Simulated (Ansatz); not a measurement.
# BeBr2 (BeBr₂): an energy map over bond length Be1–Br2 and bond length Be1–Br3

How does the energy of BeBr2 (BeBr2) change over two coordinates at once? A grid of runs gives the map.

Computed with Ansatz 0.2.0. Level: RKS PBE0-D4/def2-TZVP.

### Step 1. Where the work starts

3 atoms, charge 0, spin multiplicity 1.

Atoms are counted from 1 here; the program's logs count them from 0.

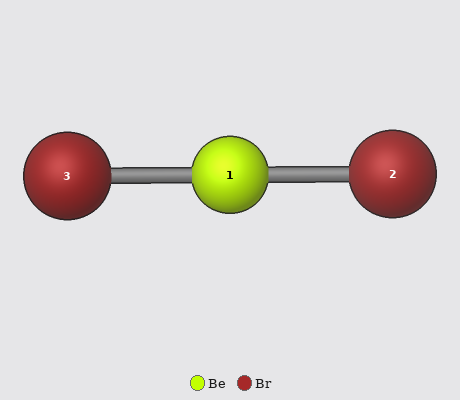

The starting geometry (beryllium green, bromine red); atoms are numbered from 1 in the order of the file.

As a file:

```xyz
3

Be    0.0011    0.0007    0.0001
Br   -0.0170   -0.0207    1.9472
Br    0.0159    0.0200   -1.9473
```

### Step 2. Geometry optimisation

File input.yaml:

```yaml
crystal:
  periodic: [false, false, false]
  atoms:
    - { symbol: Be, position_ang: [0.00115, 0.00066, 0.00013] }
    - { symbol: Br, position_ang: [-0.01703, -0.02069, 1.94716] }
    - { symbol: Br, position_ang: [0.01588, 0.02003, -1.94729] }
basis:
  gaussian: { orbitals: def2-TZVP }
hamiltonian:
  xc: pbe0
  dispersion: d4
output:
  forces: true
relax:
  f_tol: 0.003
  max_steps: 120
```

Launch:

```console
$ ansatz run input.yaml --threads 1 --pin off --max-ram 2560MiB --backend cpu --events-out ev --progress --plain --runs-dir out
```

Log, shortened:

```text
Warning: RAYON_NUM_THREADS=1 ignored (pool sized by the plan → 1); use --threads N
[...]
Functional definition: PBE0
[...]
967 factors; their error is unknown
[...]
mean field -140480.75106146 eV, -5162.5723802355 hartree, gradient 1.4e-5 eV, S^2 0.000000; 0 other end points of the search recorded, 0 dependent functions left out
[...]
reference -140480.75108508 eV, -5162.5723811035 hartree; 37, 37 occupied and 78, 78 virtual orbitals, 967 factors
relax step   1: F+E_penalty+E_count = -140480.80391492 eV  Δ(F+E_penalty+E_count) = +0.000e0 eV  max|allowed force component| = 8.165e-2 eV/Å  Δτ_max = 0.0000 Å  (27 SCF iters, accepted)
[...]
relax step   2: F+E_penalty+E_count = -140480.80424415 eV  Δ(F+E_penalty+E_count) = -3.292e-4 eV  max|allowed force component| = 2.664e-2 eV/Å  Δτ_max = 0.0032 Å  (31 SCF iters, accepted)
[...]
relax step   3: F+E_penalty+E_count = -140480.80428401 eV  Δ(F+E_penalty+E_count) = -3.986e-5 eV  max|allowed force component| = 6.270e-4 eV/Å  Δτ_max = 0.0016 Å  (31 SCF iters, accepted)
967 factors; their error is unknown
mean field -140480.75155622 eV, -5162.5723984176 hartree, gradient 1.8e-5 eV, S^2 0.000000; 1 other end points of the search recorded, 0 dependent functions left out
[...]
reference -140480.75157985 eV, -5162.5723992862 hartree; 37, 37 occupied and 78, 78 virtual orbitals, 967 factors
Total energy: -140480.80430764 eV, -5162.5743369966 hartree
Atom 0 at     0.000314     0.000180     0.000005 Å, force    -0.000627    -0.000360    -0.000034 eV/Å
Atom 1 at    -0.016651    -0.020499     1.951877 Å, force     0.000314     0.000180     0.000004 eV/Å
Atom 2 at     0.016337     0.020318    -1.951882 Å, force     0.000313     0.000180     0.000030 eV/Å
Dipole moment:     0.000220     0.000126     0.000005 e Å
```

Wall time 18 s (1 thread of Arm Neoverse V1, shared host); peak memory 0.24 GiB.

The steps of the relaxation:

```
step  energy from step 1 (eV)  largest force component (eV/Å)
   1                   0.0000                          0.0817
   2                  -0.0003                          0.0266
   3                  -0.0004                          0.0006
```

Close pairs (by a distance rule), those that changed most:

```
   bond  before (Å)  after (Å)  change (Å)
Be1–Br2       1.947      1.952      +0.005
Be1–Br3       1.948      1.952      +0.004
```

### Step 3. The grid

The axes are (1) bond length Be1–Br2: 13 values from 1.718 to 2.440 Å; (2) bond length Be1–Br3: 13 values from 1.718 to 2.440 Å.

Nothing else is relaxed (all other coordinates rigid). Energies count from the relaxed molecule at the same level.

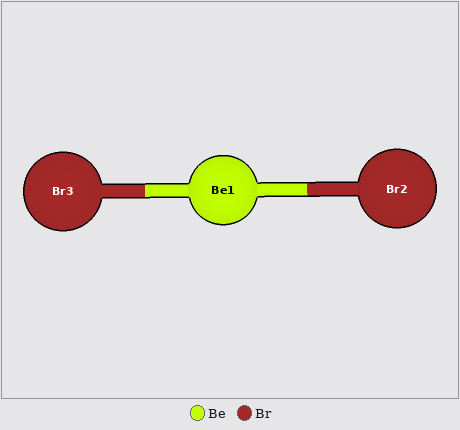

The geometry at bond length Be1–Br2 = 2.320 Å, bond length Be1–Br3 = 2.139 Å.

Below, 2 of the grid's runs; all are launched alike.

### Step 4. Grid point bond length Be1–Br2 = 1.959 Å, bond length Be1–Br3 = 1.959 Å

File input.yaml:

```yaml
crystal:
  periodic: [false, false, false]
  atoms:
    - { symbol: Be, position_ang: [0.000314, 0.00018, 5.0e-06] }
    - { symbol: Br, position_ang: [-0.016712, -0.020572, 1.958821] }
    - { symbol: Br, position_ang: [0.016394, 0.02039, -1.958825] }
basis:
  gaussian: { orbitals: def2-TZVP }
hamiltonian:
  xc: pbe0
  dispersion: d4
output:
  forces: true
```

Launch:

```console
$ ansatz run input.yaml --threads 1 --pin off --max-ram 2560MiB --backend cpu --events-out ev --progress --plain --runs-dir out
```

Log, shortened:

```text
Warning: RAYON_NUM_THREADS=1 ignored (pool sized by the plan → 1); use --threads N
[...]
[... 1 set-up line as earlier in the session ...]
[...]
967 factors; their error is unknown
[...]
mean field -140480.75094177 eV, -5162.5723758372 hartree, gradient 4.3e-6 eV, S^2 0.000000; 0 other end points of the search recorded, 0 dependent functions left out
[...]
reference -140480.75096543 eV, -5162.5723767065 hartree; 37, 37 occupied and 78, 78 virtual orbitals, 967 factors
Total energy: -140480.80350487 eV, -5162.5743074952 hartree
Atom 0 at     0.000314     0.000180     0.000005 Å, force    -0.000677    -0.000388    -0.000010 eV/Å
Atom 1 at    -0.016712    -0.020572     1.958821 Å, force     0.001311     0.001397    -0.115050 eV/Å
Atom 2 at     0.016394     0.020390    -1.958825 Å, force    -0.000634    -0.001009     0.115060 eV/Å
Dipole moment:     0.000222     0.000127     0.000003 e Å
```

It took 4 s on 1 thread of Arm Neoverse V1, shared host; peak memory 0.23 GiB.

That is 0.08 kJ/mol from the zero.

### Step 5. Grid point bond length Be1–Br2 = 2.320 Å, bond length Be1–Br3 = 2.139 Å

File input.yaml:

```yaml
crystal:
  periodic: [false, false, false]
  atoms:
    - { symbol: Be, position_ang: [0.000314, 0.00018, 5.0e-06] }
    - { symbol: Br, position_ang: [-0.019849, -0.024397, 2.319787] }
    - { symbol: Br, position_ang: [0.017872, 0.022247, -2.138809] }
basis:
  gaussian: { orbitals: def2-TZVP }
hamiltonian:
  xc: pbe0
  dispersion: d4
output:
  forces: true
```

Launch:

```console
$ ansatz run input.yaml --threads 1 --pin off --max-ram 2560MiB --backend cpu --events-out ev --progress --plain --runs-dir out
```

Log, shortened:

```text
Warning: RAYON_NUM_THREADS=1 ignored (pool sized by the plan → 1); use --threads N
[...]
[... 1 set-up line as earlier in the session ...]
[...]
967 factors; their error is unknown
[...]
mean field -140479.81505341 eV, -5162.5379825743 hartree, gradient 2.1e-5 eV, S^2 0.000000; 0 other end points of the search recorded, 0 dependent functions left out
[...]
reference -140479.81507793 eV, -5162.5379834753 hartree; 37, 37 occupied and 78, 78 virtual orbitals, 967 factors
Total energy: -140479.86035005 eV, -5162.5396471949 hartree
Atom 0 at     0.000314     0.000180     0.000005 Å, force    -0.008145    -0.008935     0.759818 eV/Å
Atom 1 at    -0.019849    -0.024397     2.319787 Å, force     0.026413     0.032055    -3.013877 eV/Å
Atom 2 at     0.017872     0.022247    -2.138809 Å, force    -0.018268    -0.023121     2.254059 eV/Å
Dipole moment:     0.001732     0.001941    -0.168901 e Å
```

Wall time 3.7 s (1 thread of Arm Neoverse V1, shared host); peak memory 0.23 GiB.

On the map this point reads 91 kJ/mol.

### Step 6. Energy over the grid

91 points were computed, 78 more follow by symmetry. Energies in kJ/mol, from the relaxed molecule at the same level:

```tsv
bond length Be1–Br3 (Å) ↓, bond length Be1–Br2 (Å) →	1.718	1.778	1.838	1.898	1.959	2.019	2.079	2.139	2.199	2.260	2.320	2.380	2.440
2.440	157	129	112	103	102	107	115	127	142	158	176	194	213
2.380	140	111	94	85	84	89	97	109	123	140	157	175	194
2.320	123	94	77	68	67	71	79	91	105	121	139	157	176
2.260	107	78	61	52	50	54	63	74	88	104	121	140	158
2.199	93	63	45	37	35	39	47	58	72	88	105	123	142
2.139	80	51	32	23	22	25	33	45	58	74	91	109	127
2.079	70	40	22	13	11	14	22	33	47	63	79	97	115
2.019	63	33	15	6	3	7	14	25	39	54	71	89	107
1.959	61	31	12	2	0	3	11	22	35	50	67	84	102
1.898	64	34	15	5	2	6	13	23	37	52	68	85	103
1.838	74	44	25	15	12	15	22	32	45	61	77	94	112
1.778	93	63	44	34	31	33	40	51	63	78	94	111	129
1.718	124	93	74	64	61	63	70	80	93	107	123	140	157
```

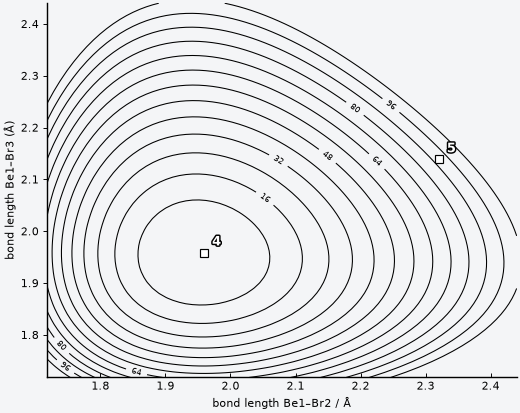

The map; numbers mark the steps of this session that print a point's run. Drawn: contour lines labelled in kJ/mol.

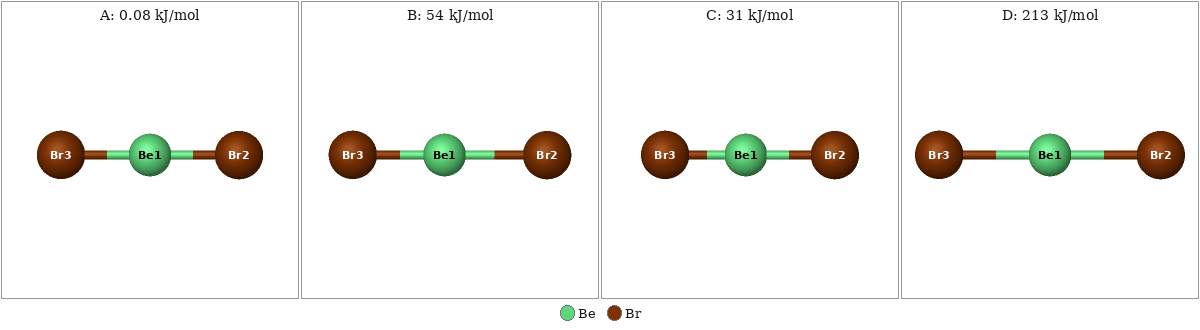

Structures on the grid, at one scale: A at bond length Be1–Br2 = 1.959 Å, bond length Be1–Br3 = 1.959 Å; B at bond length Be1–Br2 = 2.260 Å, bond length Be1–Br3 = 2.019 Å; C at bond length Be1–Br2 = 1.959 Å, bond length Be1–Br3 = 1.778 Å; D at bond length Be1–Br2 = 2.440 Å, bond length Be1–Br3 = 2.440 Å.

On the same grid, largest force on an atom (eV/Å):

```csv
"bond length Be1–Br3 (Å) ↓, bond length Be1–Br2 (Å) →",1.718,1.778,1.838,1.898,1.959,2.019,2.079,2.139,2.199,2.260,2.320,2.380,2.440
2.440,9.2,7.0,5.2,3.9,3.1,3.2,3.2,3.2,3.2,3.2,3.3,3.3,3.3
2.380,9.1,6.9,5.2,3.8,3.1,3.1,3.1,3.1,3.2,3.2,3.2,3.2,3.3
2.320,9.0,6.8,5.1,3.7,2.9,3.0,3.0,3.0,3.0,3.1,3.1,3.2,3.3
2.260,8.8,6.6,4.9,3.6,2.7,2.8,2.8,2.8,2.8,2.9,3.1,3.2,3.2
2.199,8.6,6.4,4.7,3.3,2.5,2.5,2.5,2.6,2.6,2.8,3.0,3.2,3.2
2.139,8.2,6.0,4.3,3.0,2.1,2.1,2.2,2.2,2.6,2.8,3.0,3.1,3.2
2.079,7.8,5.6,3.9,2.5,1.6,1.6,1.7,2.2,2.5,2.8,3.0,3.1,3.2
2.019,7.2,5.0,3.2,1.9,1.0,1.0,1.6,2.1,2.5,2.8,3.0,3.1,3.2
1.959,6.3,4.1,2.4,1.1,0.1,1.0,1.6,2.1,2.5,2.7,2.9,3.1,3.1
1.898,6.4,4.1,2.4,1.0,1.1,1.9,2.5,3.0,3.3,3.6,3.7,3.8,3.9
1.838,6.4,4.2,2.4,2.4,2.4,3.2,3.9,4.3,4.7,4.9,5.1,5.2,5.2
1.778,6.4,4.2,4.2,4.1,4.1,5.0,5.6,6.0,6.4,6.6,6.8,6.9,7.0
1.718,6.4,6.4,6.4,6.4,6.3,7.2,7.8,8.2,8.6,8.8,9.0,9.1,9.2
```

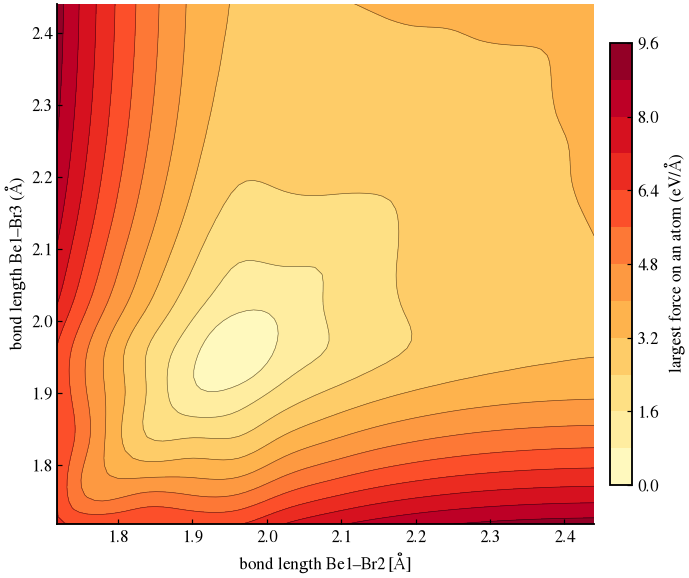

The largest force on an atom over the grid. Drawn: filled contours. Between grid points the surface is interpolated.

On the same grid, dipole moment (D):

```tsv
bond length Be1–Br3 (Å) ↓, bond length Be1–Br2 (Å) →	1.718	1.778	1.838	1.898	1.959	2.019	2.079	2.139	2.199	2.260	2.320	2.380	2.440
2.440	3.23	2.97	2.70	2.44	2.16	1.88	1.61	1.34	1.06	0.79	0.52	0.26	0.00
2.380	2.96	2.70	2.44	2.17	1.89	1.62	1.35	1.08	0.80	0.53	0.26	0.00	0.26
2.320	2.69	2.43	2.17	1.90	1.63	1.36	1.08	0.81	0.54	0.27	0.00	0.26	0.52
2.260	2.42	2.16	1.90	1.63	1.36	1.09	0.82	0.54	0.27	0.00	0.27	0.53	0.79
2.199	2.15	1.89	1.63	1.36	1.09	0.81	0.54	0.27	0.00	0.27	0.54	0.80	1.06
2.139	1.87	1.62	1.35	1.09	0.81	0.54	0.27	0.00	0.27	0.54	0.81	1.08	1.34
2.079	1.60	1.35	1.08	0.82	0.54	0.27	0.00	0.27	0.54	0.82	1.08	1.35	1.61
2.019	1.33	1.07	0.81	0.54	0.27	0.00	0.27	0.54	0.81	1.09	1.36	1.62	1.88
1.959	1.06	0.80	0.54	0.27	0.00	0.27	0.54	0.81	1.09	1.36	1.63	1.89	2.16
1.898	0.79	0.53	0.27	0.00	0.27	0.54	0.82	1.09	1.36	1.63	1.90	2.17	2.44
1.838	0.52	0.26	0.00	0.27	0.54	0.81	1.08	1.35	1.63	1.90	2.17	2.44	2.70
1.778	0.26	0.00	0.26	0.53	0.80	1.07	1.35	1.62	1.89	2.16	2.43	2.70	2.97
1.718	0.00	0.26	0.52	0.79	1.06	1.33	1.60	1.87	2.15	2.42	2.69	2.96	3.23
```

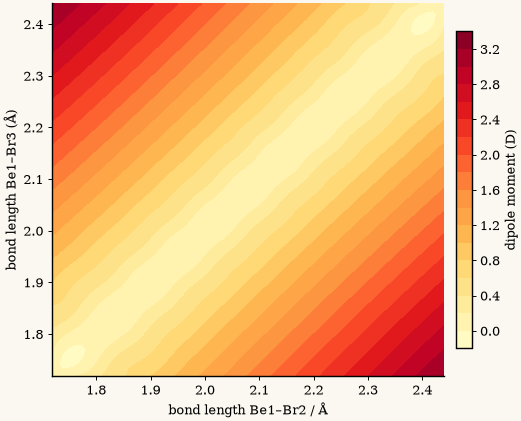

The dipole moment over the grid. The picture shows filled contours. Between grid points the surface is interpolated.

### Step 7. Summary of results

| quantity | value |
| --- | --- |
| lowest point | bond length Be1–Br2 = 1.959 Å, bond length Be1–Br3 = 1.959 Å, 0.08 kJ/mol |
| highest computed point | bond length Be1–Br2 = 2.440 Å, bond length Be1–Br3 = 2.440 Å, 213 kJ/mol above the lowest |
| largest force on an atom (eV/Å) | 0.1 at bond length Be1–Br2 = 1.959 Å, bond length Be1–Br3 = 1.959 Å to 9.2 at bond length Be1–Br2 = 1.718 Å, bond length Be1–Br3 = 2.440 Å; 0.1 at the lowest point |
| dipole moment (D) | 0.00 at bond length Be1–Br2 = 1.718 Å, bond length Be1–Br3 = 1.718 Å to 3.23 at bond length Be1–Br2 = 1.718 Å, bond length Be1–Br3 = 2.440 Å; 0.00 at the lowest point |
| time for the whole task | 6.1 min on 1 thread, shared host |

**Reading.** The lowest computed point is at bond length Be1–Br2 = 1.959 Å, bond length Be1–Br3 = 1.959 Å, 0.08 kJ/mol from the relaxed molecule at the same level. No other kind of well shows on this grid. The highest computed point, bond length Be1–Br2 = 2.440 Å, bond length Be1–Br3 = 2.440 Å, lies 213 kJ/mol above the lowest. Round the minimum the two coordinates are nearly uncoupled.
